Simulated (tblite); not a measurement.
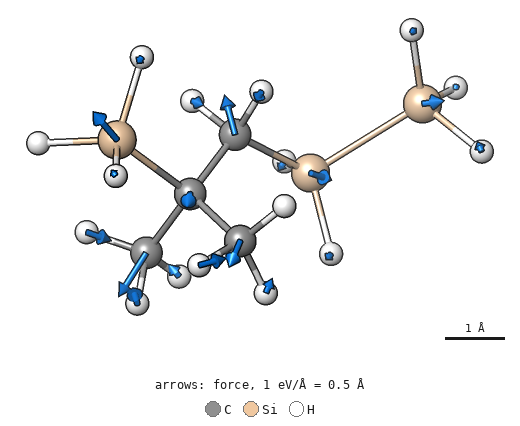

Starting geometry of C4H16Si3 with the computed forces as blue arrows. Style: ball-and-stick. Shown at a tilt.

These are results of GFN2-xTB geometry optimisation, gas phase in tblite, not measurements. 

Question: What follows when this structure is relaxed?

Answer: It isn't relaxed: the largest force vector, on a C atom, is 1.83 eV/Å. The final displacements have little in common with the starting forces (cosine between the two patterns 0.23). An H atom moves most after the best rigid fit: 0.94 Å. Largest moves by element: H 0.94 Å, C 0.15 Å, Si 0.14 Å. Among the contacts that change: C–Si 1.851 → 1.919 Å, C–Si 1.871 → 1.921 Å, C–C 1.485 → 1.534 Å, Si–Si 2.260 → 2.309 Å. Among the angles between lasting bonds that change: H–Si–H 113.3° → 103.6°, Si–Si–H 104.7° → 113.3°, C–C–H 104.5° → 110.8°. Groups turn about C–Si by about 40°, C–C by about 25°. Over 120 geometry steps the energy falls by 0.719 eV. Cost: 4.4 s on 1 thread of Intel(R) Xeon(R) Processor @ 2.50GHz, with other jobs on the host.
